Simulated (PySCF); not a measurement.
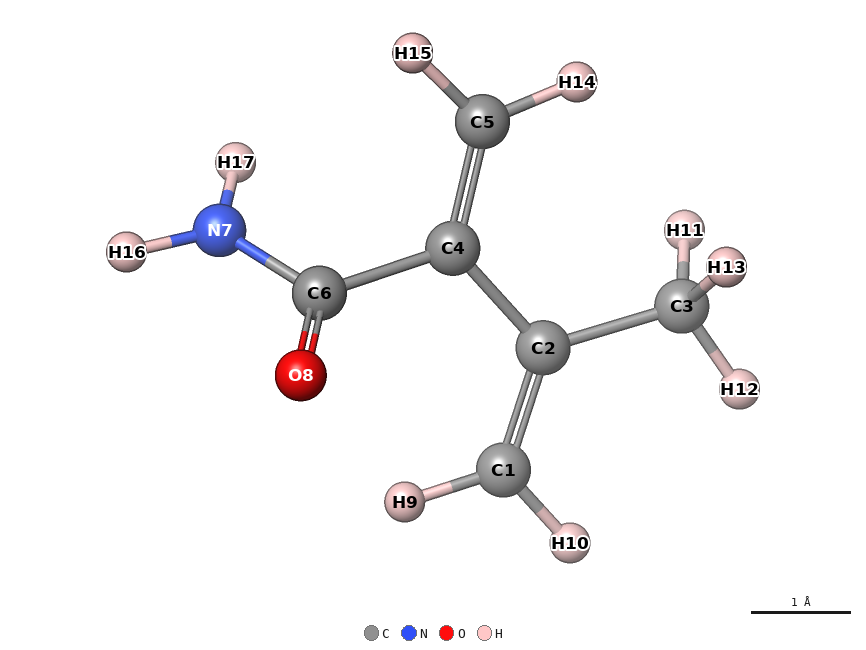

Orthographic view. Depth is shown by fading: the farther an atom, the more it takes the colour of the background. Geometry: an end point of a reaction path computed with GFN2-xTB.

Write a MOL file (V2000) with the atoms in numerical order, bonds sorted by atom number with the orders drawn, and coordinates in the frame of the picture: x right, y up, z towards the viewer, origin at the mean position.

```
C6H9NO
                    3D

 17 16  0  0  0  0  0  0  0  0999 V2000
    0.3500   -1.8700   -0.4600 C   0  0  0  0  0  0  0  0  0  0  0  0
    0.7500   -0.6200   -0.2300 C   0  0  0  0  0  0  0  0  0  0  0  0
    2.1600   -0.2000   -0.5000 C   0  0  0  0  0  0  0  0  0  0  0  0
   -0.1700    0.3900    0.3000 C   0  0  0  0  0  0  0  0  0  0  0  0
    0.1300    1.6800    0.4400 C   0  0  0  0  0  0  0  0  0  0  0  0
   -1.5300   -0.0700    0.7500 C   0  0  0  0  0  0  0  0  0  0  0  0
   -2.5500    0.5700    0.1200 N   0  0  0  0  0  0  0  0  0  0  0  0
   -1.7200   -0.9000    1.6000 O   0  0  0  0  0  0  0  0  0  0  0  0
   -0.6600   -2.1900   -0.2700 H   0  0  0  0  0  0  0  0  0  0  0  0
    1.0300   -2.6100   -0.8500 H   0  0  0  0  0  0  0  0  0  0  0  0
    2.1900    0.5800   -1.2600 H   0  0  0  0  0  0  0  0  0  0  0  0
    2.7500   -1.0400   -0.8400 H   0  0  0  0  0  0  0  0  0  0  0  0
    2.6200    0.2000    0.4100 H   0  0  0  0  0  0  0  0  0  0  0  0
    1.1000    2.0900    0.1800 H   0  0  0  0  0  0  0  0  0  0  0  0
   -0.5800    2.3800    0.8500 H   0  0  0  0  0  0  0  0  0  0  0  0
   -3.5000    0.3500    0.3800 H   0  0  0  0  0  0  0  0  0  0  0  0
   -2.3800    1.2700   -0.5900 H   0  0  0  0  0  0  0  0  0  0  0  0
  1  2  2  0
  1  9  1  0
  1 10  1  0
  2  3  1  0
  2  4  1  0
  3 11  1  0
  3 12  1  0
  3 13  1  0
  4  5  2  0
  4  6  1  0
  5 14  1  0
  5 15  1  0
  6  7  1  0
  6  8  2  0
  7 16  1  0
  7 17  1  0
M  END
```
